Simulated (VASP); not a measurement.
Band structure of Ni3Sn (space group Fm-3m). Calculation: PBEsol GGA, VASP's PBE PAW potentials (set 64) (plane waves; VASP).

Unless said otherwise, spin-orbit coupling is left out, though it shifts the bands of the heavy elements here.

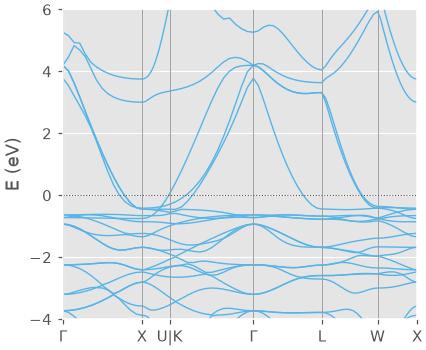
Figure. Bands along high-symmetry lines, zero at the valence-band maximum or, without a gap, the Fermi level

Problem. Read the plot: is there a gap, and where are the band edges?

Solution. It has no gap at this level: it comes out as a metal or semimetal. (Edges off the drawn lines would not show.)

The structure comes from a computed database's Ni3Sn entry (Fm-3m); how it stands against other phases isn't given here. It was relaxed first. The run is not spin-polarised, so no magnetic state was tried.
